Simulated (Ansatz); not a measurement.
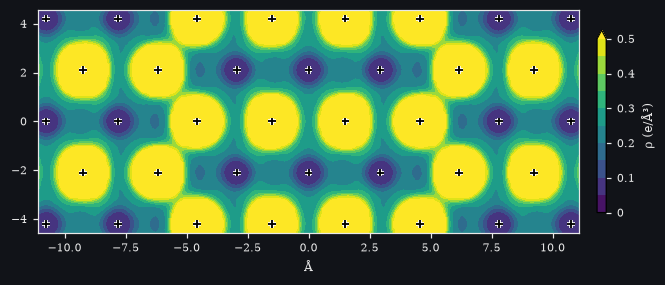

The valence pseudo-density on a plane through atoms (crosses mark nuclei in the plane).

Computed with DFT r2SCAN, scalar-relativistic, plane waves, PAW (Ansatz).

Candidates:
A. Zr3ZnN3, a = 3.20 Å, b = 3.20 Å, c = 8.91 Å, α = 90.00°, β = 90.00°, γ = 90.00°. Space group P4/mmm; a generated structure, not necessarily the stable one; computed without spin polarisation.
B. Al3Ru4, a = 2.98 Å, b = 2.98 Å, c = 21.50 Å, α = 90.00°, β = 90.00°, γ = 90.00°. Space group I4/mmm; a generated structure, not necessarily the stable one; computed pressure about −5 GPa in this cell; computed without spin polarisation.

### Which candidate gave the map?

Candidate B: Al3Ru4 on the (110) plane of the conventional cell, which holds Al and Ru. Al–Ru (2.55 Å): ρ at the midpoint is about 0.39 e/Å³. Ru–Ru (2.64 Å): ρ at the midpoint is about 0.43 e/Å³.
